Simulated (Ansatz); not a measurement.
# VBiO4 (I4_1/a): band gap by G0W0 on PBE

Wanted: the gap of VBiO4 (I4_1/a) with a many-body correction, and the time that it takes.

Program: Ansatz 0.2.0. Level of theory: PBE, then G0W0 on it, plane waves, PAW. Results are calculated unless marked as measured.

**1. The starting structure**

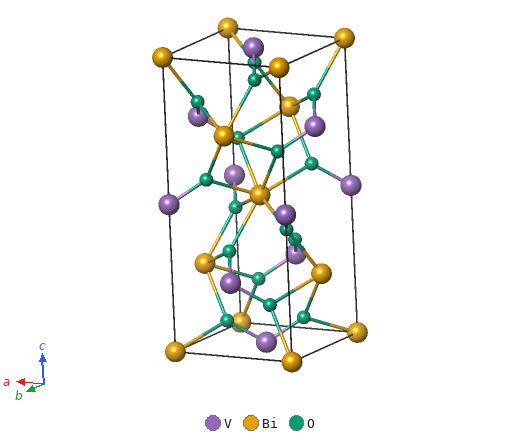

The cell as given, from a free direction (vanadium purple, bismuth orange, oxygen teal). This picture shows the conventional cell, with its axes. Some periodic images of atoms are drawn too.

The cell and positions are those that the Materials Project relaxed with its own functionals (PBE, PBE+U or r2SCAN), kept fixed. At the settings of the band run the largest force is still 0.12 eV/Å. Spin-orbit coupling is left out unless a step names it.

**2. Bands along the symmetry lines**

Levels along a band path and on the mesh show where this functional puts the band edges.

This step: DFT, PBE, plane waves, PAW; PAW set soft_1.

Input file input.yaml:

```yaml
crystal:
  lattice:
    - [-2.56105292, 2.56105292, 5.7960647]
    - [2.56105292, -2.56105292, 5.7960647]
    - [2.56105292, 2.56105292, -5.7960647]
  atoms:
    - { symbol: V, position: [0.5, 0.5, 0.0] }
    - { symbol: V, position: [0.25, 0.75, 0.5] }
    - { symbol: Bi, position: [0.0, 0.0, 0.0] }
    - { symbol: Bi, position: [0.75, 0.25, 0.5] }
    - { symbol: O, position: [0.17085109, 0.56190276, 0.89100626] }
    - { symbol: O, position: [0.31190276, 0.9208965, 0.89105167] }
    - { symbol: O, position: [0.02984483, 0.42085109, 0.10894833] }
    - { symbol: O, position: [0.6708965, 0.27984483, 0.10899374] }
    - { symbol: O, position: [0.0791035, 0.97015517, 0.39100626] }
    - { symbol: O, position: [0.72015517, 0.82914891, 0.39105167] }
    - { symbol: O, position: [0.57914891, 0.68809724, 0.60899374] }
    - { symbol: O, position: [0.43809724, 0.3291035, 0.60894833] }
kpoints:
  mp_grid: { grid: [6, 6, 6] }
  band_path:
    path:
      - [[0.0, 0.0, 0.0], [0.0, 0.0, 0.5], [0.25, 0.25, 0.25], [0.0, 0.5, 0.0], [0.0, 0.0, 0.0], [0.5, 0.5, -0.5], [0.29881021, 0.70118979, -0.29881021]]
      - [[-0.29881021, 0.29881021, 0.29881021], [0.0, 0.0, 0.0]]
      - [[0.0, 0.0, 0.5], [-0.09762042, 0.09762042, 0.5]]
      - [[0.5, 0.5, -0.09762042], [0.5, 0.5, -0.5]]
    npoints: 10
hamiltonian:
  xc: pbe
  pseudopotentials: { kind: paw, azcp: { folder: soft_1 } }
scf:
  occupations: { method: fermi_dirac, width: 0.02 }
  n_extra_bands: 8
output:
  eigenvalues: true
  forces: true
  stress: true
  write_density: true
  write_potential: true
  elf: true
  volumetric_format: npy
```

Run with:

```console
> ansatz run input.yaml --threads 2 --pin off --max-ram 92160MiB --backend cuda --events-out ev --progress --plain --runs-dir out --devices 1 --max-vram 13GiB
```

Numbers of over 12 decimals in the logs are rounded to 6 here.

The log of the run:

```text
scf.n_extra_bands = 8 over 52 filled bands (N_el = 104.0): the run solves 60 bands
GPUs: using 1 of 1 available (devices: 1).
Engine: ansatz 0.2.0, x86_64-unknown-linux-gnu
Pseudopotentials: kind: paw
Pseudopotential: V, paw, valence charge 13, recommended cutoff 420 eV (normal), soft_1/V.paw.azcp
Pseudopotential: Bi, paw, valence charge 15, recommended cutoff 420 eV (normal), soft_1/Bi.paw.azcp
Pseudopotential: O, paw, valence charge 6, recommended cutoff 420 eV (normal), soft_1/O.paw.azcp
Functional definition: PBE
  parameter kappa = 0.804
  parameter beta = 0.066725
  exchange = pbe_x(kappa = kappa, mu = beta*pi^2/3)
  correlation = pbe_c(beta = beta)
device memory: the entry about to start is reckoned to put 3.9 GiB on a device that reports 53.9 GiB free (of which the cap on the GPU budget leaves the run 13.0 GiB)
GPU FFT provider: cuFFT
GPU libraries: cuBLAS 13.8.2, cuFFT 12.4.0, cuSOLVER 12.3.4
Crystal: 12 atoms, lattice volume = 152.065 Å³
Basis set: ecut = 420 eV, 2995 PW (Γ), exchange–correlation on 96×96×96 points (8 copies of the dense FFT grid, shifted against one another)
Bands: 60, of which v1, the nominal top of the filled ones, is band 52 counted from 1 (51 counted from 0)
Symmetry: 8 space group operations
Space group: I41/a (ITA 88), of the structure as read, at distance tolerance 5.3e-5 Å
k-points: 36 of 216
Non-local potential: V, projectors of the file, l = 0: 3, l = 1: 2, l = 2: 3, l = 3: 1
Non-local potential: Bi, projectors of the file, l = 0: 2, l = 1: 2, l = 2: 2, l = 3: 1
Non-local potential: O, projectors of the file, l = 0: 2, l = 1: 2, l = 2: 1
PAW form: soft (Blöchl's): semilocal exchange-correlation on the pseudo side does not see the compensation charge
PAW one-centre angular grid: V, 590 points (default); XC on 64 Gauss nodes
PAW one-centre angular grid: Bi, 590 points (default); XC on 64 Gauss nodes
PAW one-centre angular grid: O, 110 points (default); XC on 64 Gauss nodes
Initial density: superposition of atomic densities (chi_scale 0.1, normalization cell, long waves kept (reshape's long-wave potential 0.01 eV rms))
Initial wavefunctions: pseudopotential atomic-orbital guess
GPU buffer pool allocated for 110592 grid points (all kernels)
GPU transforms: local potential and band sums: pruned to the plane-wave sphere, on 45×45×45
Functional: x = pbe(κ = 0.804, μ = 0.219515), c = pbe(β = 0.066725)
SCF iter   1: F=—  HF=-35169.243216 eV  |F-HF|=—  |Δ(HF+E_count)|=         —  Δρ=7.91e-2  dr2=1.67e1  ethr=3.10e-3  ⟨swp⟩=6.0  Hψ=7085  notcnv=0
preconditioner: auto → Resta (q_TF=auto, 2.561 Å⁻¹)  ε∞=6.0  [insulator: Δε(μ)=1.298 eV  Ē_g=12.571 eV  σ=0.020 eV  W_gap=1.00  n_scr=36 (ndim 8)  ℏωp=28.2 eV  f_vac=0.000  D(μ)=0.00/eV (n_scr^D=0)  ε∞_Penn≈6.0]
SCF iter   2: F=—  HF=-35167.021055 eV  |F-HF|=—  |Δ(HF+E_count)|=    2.22e0  Δρ=4.03e-2  dr2=4.04e0  ethr=3.10e-3  ⟨swp⟩=2.0  Hψ=3426  notcnv=0  defer=128
SCF iter   3: F=—  HF=-35166.466592 eV  |F-HF|=—  |Δ(HF+E_count)|=   5.54e-1  Δρ=7.34e-3  dr2=1.14e-1  ethr=3.10e-3  ⟨swp⟩=2.2  Hψ=3144  notcnv=0  defer=125
SCF iter   4: F=—  HF=-35166.489405 eV  |F-HF|=—  |Δ(HF+E_count)|=   2.28e-2  Δρ=2.48e-3  dr2=7.06e-3  ethr=1.10e-4  ⟨swp⟩=2.7  Hψ=3323  notcnv=0  defer=122
SCF iter   5: F=—  HF=-35166.498081 eV  |F-HF|=—  |Δ(HF+E_count)|=   8.68e-3  Δρ=6.05e-4  dr2=6.51e-4  ethr=6.79e-6  ⟨swp⟩=2.0  Hψ=3372  notcnv=0  defer=122
SCF iter   6: F=—  HF=-35166.498856 eV  |F-HF|=—  |Δ(HF+E_count)|=   7.75e-4  Δρ=2.95e-4  dr2=1.49e-4  ethr=6.26e-7  ⟨swp⟩=2.0  Hψ=3262  notcnv=0  defer=122
SCF iter   7: F=—  HF=-35166.498857 eV  |F-HF|=—  |Δ(HF+E_count)|=   7.70e-7  Δρ=6.40e-5  dr2=8.21e-6  ethr=1.43e-7  ⟨swp⟩=2.0  Hψ=2822  notcnv=0  defer=122
SCF iter   8: F=—  HF=-35166.499470 eV  |F-HF|=—  |Δ(HF+E_count)|=   6.13e-4  Δρ=1.43e-5  dr2=3.25e-7  ethr=7.89e-9  ⟨swp⟩=2.0  Hψ=3707  notcnv=0  defer=122
SCF iter   9: F=-35166.499470 eV  HF=-35166.499470 eV  |F-HF|=2.14e-8  |Δ(HF+E_count)|=   3.49e-7  Δρ=5.48e-6  dr2=4.24e-8  ethr=9.62e-11  ⟨swp⟩=14.8  Hψ=15811  notcnv=0
SCF 1 converged in 9 iterations: F = -35166.499470 eV  dr2 = 4.24e-8
  greatest PAW one-centre occupation: 1.000 electrons in one spin orbital (limit 2), on the V atom at site 1 (counted from 0), in its partial waves of l = 0
device memory: the entry about to start is reckoned to put 2.9 GiB on a device that reports 53.7 GiB free (of which the cap on the GPU budget leaves the run 13.0 GiB)
NSCF: frozen V_eff on 94 k-points
SCF converged after 9 iterations
Free energy (F): -35166.499470 eV
Harris-Foulkes:  -35166.499470 eV  (|F-HF|=2.14e-8)
Internal energy: -35166.499470 eV  (E = F + TS)
E sigma→0 (E₀):  -35166.499470 eV
Fermi energy:    9.943551 eV
--- Per-component energies (eV) ---
  E_band       = -668.448316
  E_kinetic    = 2434.349472
  E_local      = -7668.909006  (includes V_loc(G=0)·N_el)
  E_nonlocal   = 1393.958411
  E_hartree    = 2898.150787
  E_xc         = -1109.833708
  E_vxc        = -1287.631612  (∫ρ·V_xc dr)
  E_paw        = -24863.631141  (= ΣΔE_a)
  E_vpaw       = -1336.525246  (= ΣTr[D̂ρ^β])
  E_aug_tail   = 0.008582  (compensation charges beyond the density's cutoff)
  E_ewald      = -8250.592868
  E_smearing   = -0.000000  (= −TS)
  E_closure    = 0.000000  (closes the sum)
  Σ components = -35166.499470   (vs F -35166.499470, Δ=0.00e0)
--- Forces (eV/Å), atoms counted from 1 ---
  atom   1  V      0.00000000     0.00000000     0.00000000
  atom   2  V     -0.00000000     0.00000000     0.00000000
  atom   3  Bi     0.00000000     0.00000000     0.00000000
  atom   4  Bi     0.00000000     0.00000000     0.00000000
  atom   5  O     -0.05952029     0.10345998     0.03404322
  atom   6  O     -0.10345998    -0.05952029     0.03404322
  atom   7  O      0.10345998     0.05952029     0.03404322
  atom   8  O      0.05952029    -0.10345998     0.03404322
  atom   9  O     -0.05952029     0.10345998    -0.03404322
  atom  10  O     -0.10345998    -0.05952029    -0.03404322
  atom  11  O      0.05952029    -0.10345998    -0.03404322
  atom  12  O      0.10345998     0.05952029    -0.03404322
  max |Σ_I F_I| component: 1.39e-17 eV/Å
--- Stress (GPa, compression-positive) ---
        3.953378       0.000000       0.000000
       -0.000000       3.953378      -0.000000
        0.000000      -0.000000       4.299405
  P = ⅓ Tr σ = 4.0687 GPa (40.687 kbar)
--- Band table (eV; the first three rows and the last of 36) ---
  k-point 0: bands = [... 48 lower, 7.8972, 8.1674, 8.1674, 8.3825, 11.2351, 11.6957, 11.9458, 12.2140, ... 4 higher]
  k-point 1: bands = [... 48 lower, 7.9287, 8.0670, 8.2315, 8.4142, 11.2993, 11.6398, 11.7685, 11.8662, ... 4 higher]
  k-point 2: bands = [... 48 lower, 7.7774, 7.9783, 8.1993, 8.9023, 11.3292, 11.5809, 11.5874, 11.9879, ... 4 higher]
  k-point 35: bands = [... 48 lower, 7.8878, 7.8878, 8.1048, 8.1048, 11.7742, 11.7742, 11.8535, 11.8535, ... 4 higher]
```

It took 18 s on 1 × NVIDIA H100 80GB HBM3 (shared by 6 runs) with 2 threads of AMD EPYC 7R13 (Zen 3), shared host; peak memory 1.1 GiB; 22 s of CPU time.

This step gave:

| Quantity | Value |
| --- | --- |
| pressure | 4.069 GPa |
| filled bands | 52 |
| gap | 2.108 eV |
| valence top at | k = (0.000, 0.000, 0.350) |
| conduction bottom at | k = (0.167, -0.167, -0.333) |
| least direct gap | 2.196 eV |

Over mesh and path the gap is 2.108 eV, from k = (0.000, 0.000, 0.350) to k = (0.167, -0.167, -0.333). The least direct gap found is 2.196 eV, at k = (-0.239, 0.239, 0.239). The pressure in this cell is 4 GPa; the cell is kept.

Electronic bands along the path, in eV, zero at the top of the highest nominally filled band:

```csv
point,band 49,band 50,band 51,band 52,band 53,band 54,band 55,band 56
Γ,-1.01,-0.74,-0.74,-0.52,2.33,2.79,3.04,3.31
X,-0.98,-0.98,-0.34,-0.34,2.72,2.72,2.96,2.96
P,-0.97,-0.97,-0.34,-0.34,2.71,2.71,2.95,2.95
N,-1.14,-1.03,-0.56,-0.17,2.11,2.54,2.95,2.96
Γ,-1.01,-0.74,-0.74,-0.52,2.33,2.79,3.04,3.31
M,-1.01,-1.01,-0.80,-0.80,2.87,2.87,2.95,2.95
S,-0.97,-0.95,-0.62,-0.39,2.23,2.52,2.97,3.05
jump to S0,-0.97,-0.95,-0.62,-0.39,2.23,2.52,2.97,3.05
Γ,-1.01,-0.74,-0.74,-0.52,2.33,2.79,3.04,3.31
jump to X,-0.98,-0.98,-0.34,-0.34,2.72,2.72,2.96,2.96
R,-1.09,-0.93,-0.38,-0.37,2.52,2.79,2.99,3.07
jump to G,-1.09,-0.93,-0.38,-0.37,2.52,2.79,2.99,3.07
M,-1.01,-1.01,-0.80,-0.80,2.87,2.87,2.95,2.95
```

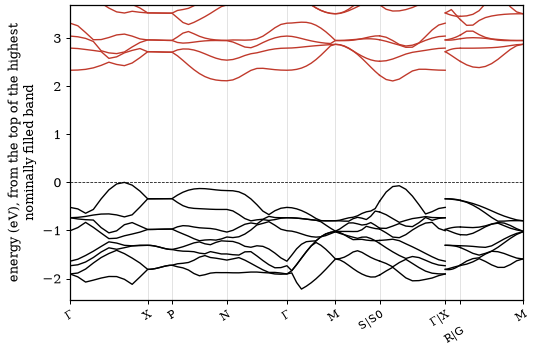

Electronic bands along the path; lines of filled and empty bands in two colours.

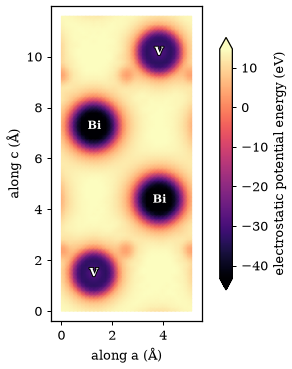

Electrostatic potential energy in the ac plane of the conventional cell at fractional y = 0.500, with atoms of V and Bi within 0.2 Å of it. With pseudopotentials it is smooth inside the atoms' cores, unlike the true potential. The map starts off the cell's origin, so that atoms lie inside it.

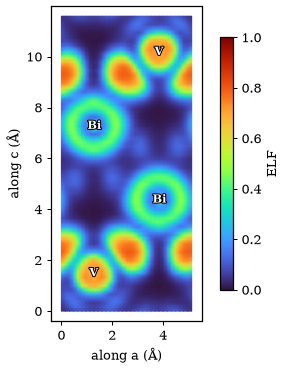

ELF in the ac plane of the conventional cell at fractional y = 0.500, with atoms of V and Bi within 0.2 Å of it. It is the smooth field of the valence electrons, not physical close to the nuclei. The map starts off the cell's origin, so that atoms lie inside it.

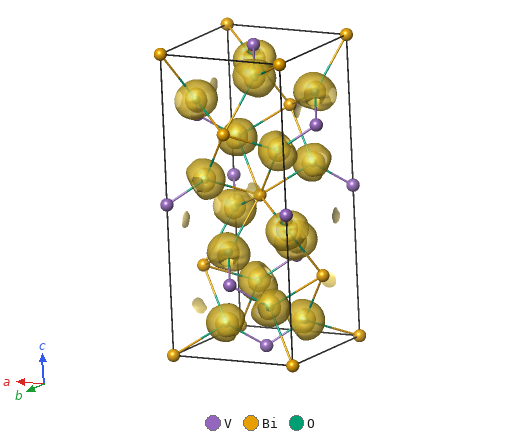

Surface of ELF = 0.76.

(Continued in part 2 of 3.)

[Paths, hosts, dates, memory and timing lines, banners, echoed tables and standing remarks are left out of the program output.]

[Logs are printed without paths, hosts, clocks, repeated set-up lines and the standing remarks that a program may print on its own settings, such as how far it seeks lower states.]

[Runs of the session that timed out or met a known fault of the program may be left out.]

[Cells called generated may have been cut or substituted from an entry of the Crystallography Open Database or the Materials Project.]

[Hosts, paths, dates, database ids (printed as entryN), source tags and the programs' standing remarks are cut or masked in the printed files.]

[Where an RPA ε∞ is given, it is that of the G0W0 mesh and is not shown converged in it. Names of k-points follow the symmetry that the program found, which can be lower than the space group named. Band edges on a path are those of the sampled points; other points can move an edge, and change direct to indirect where valleys lie close.]

[Hybrid gaps are those of their k-mesh and are not shown converged in it.]
